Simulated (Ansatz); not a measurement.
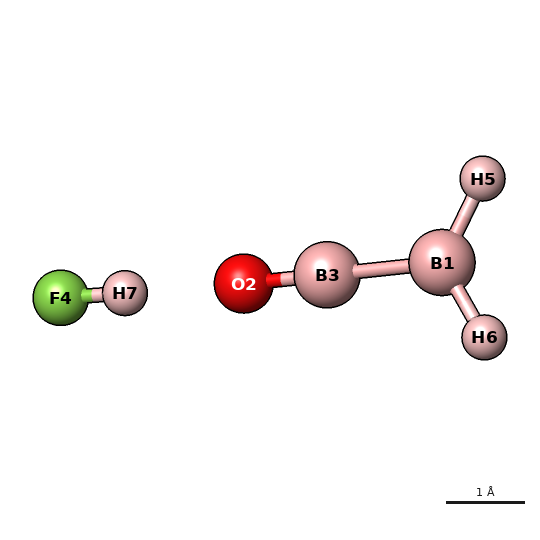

Computed geometry: PBE-D4/def2-SVP optimisation. No frequency run is at hand to confirm it as a minimum.

Which hydrogen bonds does the structure hold? Count O, N, F, S and Cl donors.

```
   D–H···A  D–H (Å)  H···A (Å)  angle (°)            kind
F4–H7···O2     0.94       1.75        180  intermolecular
```
